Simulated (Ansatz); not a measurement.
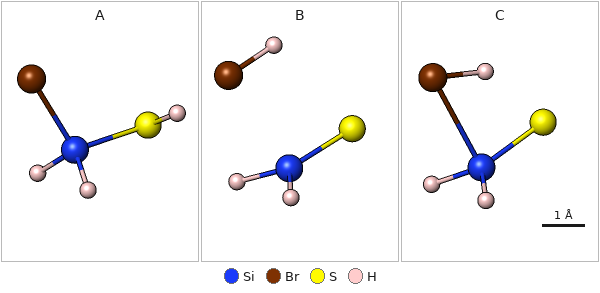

3 geometries from a converged minimum-energy path of SiH$_{3}$SBr, shuffled. Style: ball-and-stick. Shown at a tilt.

The calculation used RKS PBE0/def2-SVPD in Ansatz 0.2.0. Settings: 9 movable images; climbing image; force threshold 0.05 eV/Å; iteration limit 60; starting path through a guess of the saddle point.

### Which frame is the top of the path?

C. In order along the path, whose images run from 0 to 10: A (image 0, 0.00 eV), C (image 8, +2.04 eV), B (image 10, +1.96 eV). Breaking: H–S (1.35 → 3.20 Å), Br–Si (2.23 → 3.01 Å). Forming: Br–H (3.73 → 1.43 Å).

Cost: 3.9 min on 2 threads of Intel(R) Xeon(R) Platinum 8259CL CPU @ 2.50GHz (Skylake/Cascade Lake), with other jobs on the host, peak memory 0.32 GiB.
